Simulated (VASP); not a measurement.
Band structure of YB2Rh3 (space group P6/mmm). All values below come from PBEsol GGA with spin-orbit coupling, VASP's PBE PAW potentials (set 64) (plane waves; VASP).

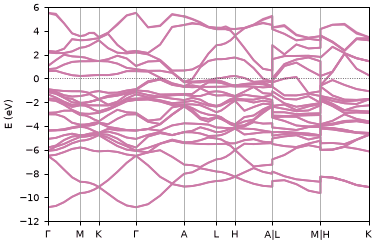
Figure: Bands along high-symmetry lines, zero at the valence-band maximum or, without a gap, the Fermi level

### Question
Read the plot: is there a gap, and where are the band edges?

### Answer
It has no gap at this level: it comes out as a metal or semimetal.

The structure comes from a computed database's YB2Rh3 entry (P6/mmm); how it stands against other phases isn't given here. It was relaxed first.
